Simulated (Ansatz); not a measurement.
A computed series for Zr: response to strain

Base system: Zr in the hcp (Mg type) structure (space group P6_3/mmc, No. 194; a = 3.2443 Å, c = 5.1580 Å; relaxed with 0.1 eV smearing). Axes: x lies along a and z along c of the hexagonal cell.

Strains are applied to the cell and any free atomic positions relax.

Calculations: Ansatz (a quantum-chemistry and plane-wave program) r2SCAN, without spin-orbit coupling.

Notes on the quantities. pressure: mean of the normal stresses, compression positive.

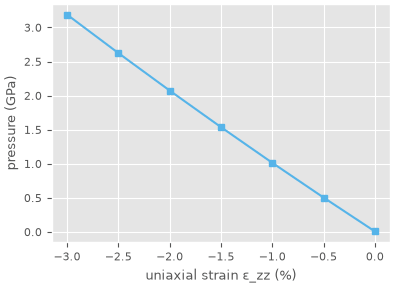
Figure: Pressure against uniaxial strain ε_zz

Problem. From the plot, what is the pressure for uniaxial strain ε_zz = −3.00 %?

Solution. About 3.2 GPa.

Problem. Is the trend monotonic over the range shown?

Solution. Yes, it falls throughout, spanning 0.0 GPa to 3.2 GPa.

Stability against distortions was not tested. All final runs are without spin polarisation.
